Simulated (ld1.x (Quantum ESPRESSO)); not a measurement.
Pseudopotential generation: Nd (part 2 of 2)

Continued. System: neodymium (Nd, Z = 60), core [Kr] 4d10 5s2, reference valence 4f4 5p6 5d0 6s1.5 6p0.5, valence charge 12. Method: ultrasoft potential, LDA (PZ), fully relativistic, made with ld1.x (Quantum ESPRESSO) 7.5.

## Log, continued
```
     ------------------------ End of All-electron run ------------------------

     Computing logarithmic derivative in   3.85521

       Warning: n=2, l=1 expected 0 nodes, found 1
       Setting wfc to zero for this iteration
       (This warning will only be printed once per wavefunction)

       Zero norm: self consistency problem; state:  4 (l=  1, j=1.5)
       Zero norm: self consistency problem; state:  7 (l=  0, j=0.5)

       Warning: n=3, l=1 expected 1 nodes, found 0
       Setting wfc to zero for this iteration
       (This warning will only be printed once per wavefunction)

       Zero norm: self consistency problem; state:  8 (l=  1, j=0.5)
       Zero norm: self consistency problem; state:  9 (l=  1, j=1.5)
       Zero norm: self consistency problem; state:  3 (l=  1, j=0.5)
       Zero norm: self consistency problem; state:  7 (l=  0, j=0.5)
       Zero norm: self consistency problem; state:  8 (l=  1, j=0.5)

       Warning: n=4, l=3 expected 0 nodes, found 1
       Setting wfc to zero for this iteration
       (This warning will only be printed once per wavefunction)

       Zero norm: self consistency problem; state:  1 (l=  3, j=2.5)
       Zero norm: self consistency problem; state:  2 (l=  3, j=3.5)
       Zero norm: self consistency problem; state:  3 (l=  1, j=0.5)
       Zero norm: self consistency problem; state:  7 (l=  0, j=0.5)
       Zero norm: self consistency problem; state:  8 (l=  1, j=0.5)
       Zero norm: self consistency problem; state:  4 (l=  1, j=1.5)
       Zero norm: self consistency problem; state:  7 (l=  0, j=0.5)
       Zero norm: self consistency problem; state:  8 (l=  1, j=0.5)
       Zero norm: self consistency problem; state:  4 (l=  1, j=1.5)
       Zero norm: self consistency problem; state:  7 (l=  0, j=0.5)
       Zero norm: self consistency problem; state:  8 (l=  1, j=0.5)
       Zero norm: self consistency problem; state:  1 (l=  3, j=2.5)
       Zero norm: self consistency problem; state:  2 (l=  3, j=3.5)
       Zero norm: self consistency problem; state:  3 (l=  1, j=0.5)
       Zero norm: self consistency problem; state:  4 (l=  1, j=1.5)
       Zero norm: self consistency problem; state:  7 (l=  0, j=0.5)
       Zero norm: self consistency problem; state:  8 (l=  1, j=0.5)
       Zero norm: self consistency problem; state:  9 (l=  1, j=1.5)
       Zero norm: self consistency problem; state:  1 (l=  3, j=2.5)
       Zero norm: self consistency problem; state:  2 (l=  3, j=3.5)
       Zero norm: self consistency problem; state:  3 (l=  1, j=0.5)
       Zero norm: self consistency problem; state:  4 (l=  1, j=1.5)
       Zero norm: self consistency problem; state:  7 (l=  0, j=0.5)
       Zero norm: self consistency problem; state:  8 (l=  1, j=0.5)
       Zero norm: self consistency problem; state:  9 (l=  1, j=1.5)
       Zero norm: self consistency problem; state:  1 (l=  3, j=2.5)
       Zero norm: self consistency problem; state:  2 (l=  3, j=3.5)
       Zero norm: self consistency problem; state:  3 (l=  1, j=0.5)
       Zero norm: self consistency problem; state:  4 (l=  1, j=1.5)
       Zero norm: self consistency problem; state:  7 (l=  0, j=0.5)
       Zero norm: self consistency problem; state:  8 (l=  1, j=0.5)
       Zero norm: self consistency problem; state:  9 (l=  1, j=1.5)
       Zero norm: self consistency problem; state:  1 (l=  3, j=2.5)
       Zero norm: self consistency problem; state:  2 (l=  3, j=3.5)
       Zero norm: self consistency problem; state:  3 (l=  1, j=0.5)
       Zero norm: self consistency problem; state:  4 (l=  1, j=1.5)
       Zero norm: self consistency problem; state:  7 (l=  0, j=0.5)
       Zero norm: self consistency problem; state:  8 (l=  1, j=0.5)
       Zero norm: self consistency problem; state:  9 (l=  1, j=1.5)
       Zero norm: self consistency problem; state:  1 (l=  3, j=2.5)
       Zero norm: self consistency problem; state:  2 (l=  3, j=3.5)
       Zero norm: self consistency problem; state:  3 (l=  1, j=0.5)
       Zero norm: self consistency problem; state:  4 (l=  1, j=1.5)
       Zero norm: self consistency problem; state:  7 (l=  0, j=0.5)
       Zero norm: self consistency problem; state:  8 (l=  1, j=0.5)
       Zero norm: self consistency problem; state:  9 (l=  1, j=1.5)
       Zero norm: self consistency problem; state:  1 (l=  3, j=2.5)
       Zero norm: self consistency problem; state:  2 (l=  3, j=3.5)
       Zero norm: self consistency problem; state:  3 (l=  1, j=0.5)
       Zero norm: self consistency problem; state:  4 (l=  1, j=1.5)
       Zero norm: self consistency problem; state:  7 (l=  0, j=0.5)
       Zero norm: self consistency problem; state:  8 (l=  1, j=0.5)
       Zero norm: self consistency problem; state:  9 (l=  1, j=1.5)
       Zero norm: self consistency problem; state:  1 (l=  3, j=2.5)
       Zero norm: self consistency problem; state:  2 (l=  3, j=3.5)
       Zero norm: self consistency problem; state:  3 (l=  1, j=0.5)
       Zero norm: self consistency problem; state:  4 (l=  1, j=1.5)
       Zero norm: self consistency problem; state:  7 (l=  0, j=0.5)
       Zero norm: self consistency problem; state:  8 (l=  1, j=0.5)
       Zero norm: self consistency problem; state:  9 (l=  1, j=1.5)
       Zero norm: self consistency problem; state:  1 (l=  3, j=2.5)
       Zero norm: self consistency problem; state:  2 (l=  3, j=3.5)
       Zero norm: self consistency problem; state:  3 (l=  1, j=0.5)
       Zero norm: self consistency problem; state:  4 (l=  1, j=1.5)
       Zero norm: self consistency problem; state:  7 (l=  0, j=0.5)
       Zero norm: self consistency problem; state:  8 (l=  1, j=0.5)
       Zero norm: self consistency problem; state:  9 (l=  1, j=1.5)
       Zero norm: self consistency problem; state:  1 (l=  3, j=2.5)
       Zero norm: self consistency problem; state:  2 (l=  3, j=3.5)
       Zero norm: self consistency problem; state:  3 (l=  1, j=0.5)
       Zero norm: self consistency problem; state:  4 (l=  1, j=1.5)
       Zero norm: self consistency problem; state:  7 (l=  0, j=0.5)
       Zero norm: self consistency problem; state:  8 (l=  1, j=0.5)
       Zero norm: self consistency problem; state:  9 (l=  1, j=1.5)
       Zero norm: self consistency problem; state:  1 (l=  3, j=2.5)
       Zero norm: self consistency problem; state:  2 (l=  3, j=3.5)
       Zero norm: self consistency problem; state:  3 (l=  1, j=0.5)
       Zero norm: self consistency problem; state:  4 (l=  1, j=1.5)
       Zero norm: self consistency problem; state:  7 (l=  0, j=0.5)
       Zero norm: self consistency problem; state:  8 (l=  1, j=0.5)
       Zero norm: self consistency problem; state:  9 (l=  1, j=1.5)
       Zero norm: self consistency problem; state:  1 (l=  3, j=2.5)
       Zero norm: self consistency problem; state:  2 (l=  3, j=3.5)
       Zero norm: self consistency problem; state:  3 (l=  1, j=0.5)
       Zero norm: self consistency problem; state:  4 (l=  1, j=1.5)
       Zero norm: self consistency problem; state:  7 (l=  0, j=0.5)
       Zero norm: self consistency problem; state:  8 (l=  1, j=0.5)
       Zero norm: self consistency problem; state:  9 (l=  1, j=1.5)

 %%%%%%%%%%%%%%%%%%%%%%%%%%%%%%%%%%%%%%%%%%%%%%%%%%%%%%%%%%%%%%%%%%%%%%%%%%%%%%
     Error in routine run_pseudo (1):
     Errors in PS-KS equation
 %%%%%%%%%%%%%%%%%%%%%%%%%%%%%%%%%%%%%%%%%%%%%%%%%%%%%%%%%%%%%%%%%%%%%%%%%%%%%%

     stopping ...
```

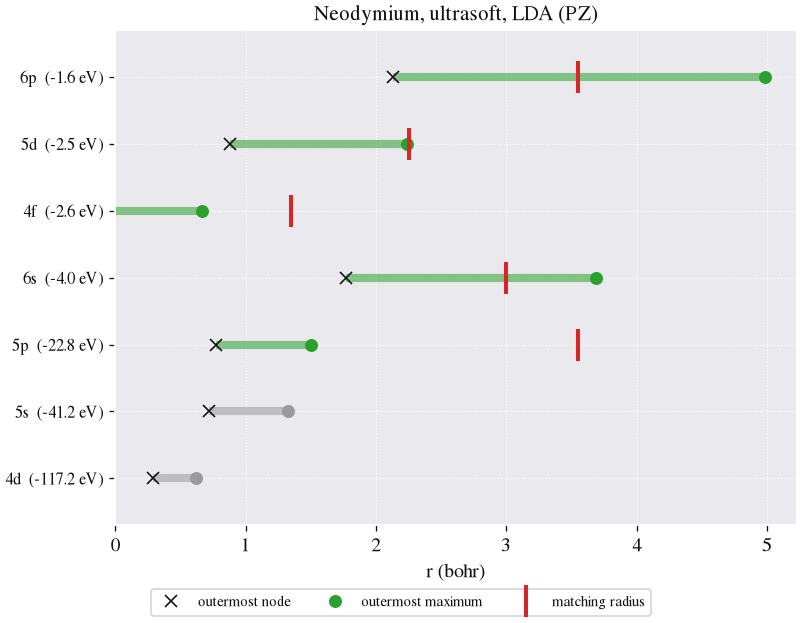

*Outer shells of the all-electron reference atom: each bar runs from the outermost node (or the nucleus) to the outermost maximum of u(r); the tick is the radius chosen for the pseudo-wave. Shells without a tick have no pseudo-wave of their own. Levels, nodes and maxima are from ld1.x, scalar-relativistic.*

- Radii against the shells: 5p: 3.55 bohr, outside the maximum; 6s: 3.00 bohr, between node and maximum; 4f: 1.35 bohr, outside the maximum; 5d: 2.25 bohr, outside the maximum; 6p: 3.55 bohr, between node and maximum.

## What the run reported

- outcome: ended with an error
- hardware: 1 CPU thread, shared host
- wall time: 1.3 s

## What went wrong

The generator stopped with the message “run_pseudo: Errors in PS-KS equation”. In words: the pseudo-atom solver did not find the valence states with the expected number of nodes, which is the usual sign of a ghost state.
